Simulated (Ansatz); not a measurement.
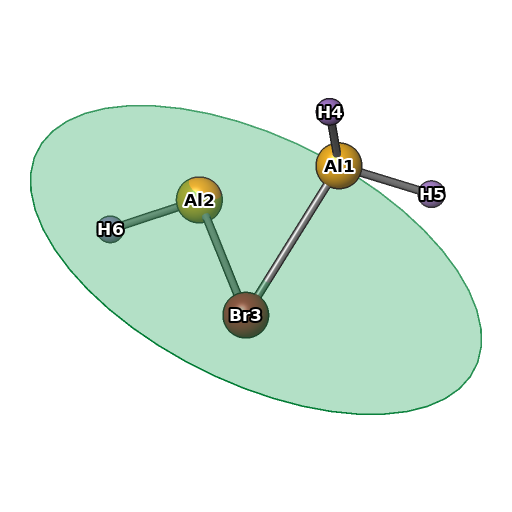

A disc through the centre of mass is drawn in. Atoms fade into the background with distance from the viewer. The geometry was computed by an optimisation with PBE0-D4/def2-TZVP. No frequency run is at hand to confirm it as a minimum.

> Is the plane of the disc a mirror plane of the structure?

No. The point group is Cs, with 1 mirror plane, and this plane isn't one of its mirror planes.
